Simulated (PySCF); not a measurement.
SMILES [SiH3]O[SiH2]c1cccs1 (C4H8OSSi2), singlet at its GFN2-xTB optimised geometry (Å):

```
16

Si    -3.2371    -0.6172     1.1976
O     -2.0039    -1.4689     0.5774
Si    -0.5660    -1.8772    -0.0351
C      0.5870    -0.3975     0.0000
C      1.9524    -0.3975     0.0000
C      2.5279     0.8897     0.0000
C      1.5881     1.8705    -0.0033
S     -0.0074     1.2338    -0.0071
H     -4.2983    -1.6042     1.3769
H     -3.5874     0.4205     0.2304
H     -2.7855    -0.0438     2.4640
H     -0.0364    -2.9328     0.8268
H     -0.8199    -2.3011    -1.4126
H      2.5276    -1.3066     0.0027
H      3.5874     1.0752     0.0046
H      1.7326     2.9328    -0.0021
```

Level of theory: PBE0/def2-TZVP (PySCF 2.14.0). Cells within 0.4 Å of a nucleus heavier than hydrogen are left out (blank, or x).

Map of the electron localisation function on the plane z = 1.5 Å:

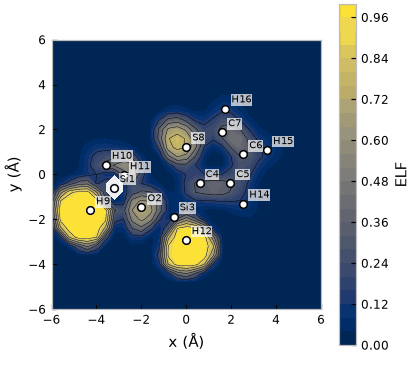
*Electron localisation function on the plane z = 1.5 Å.*
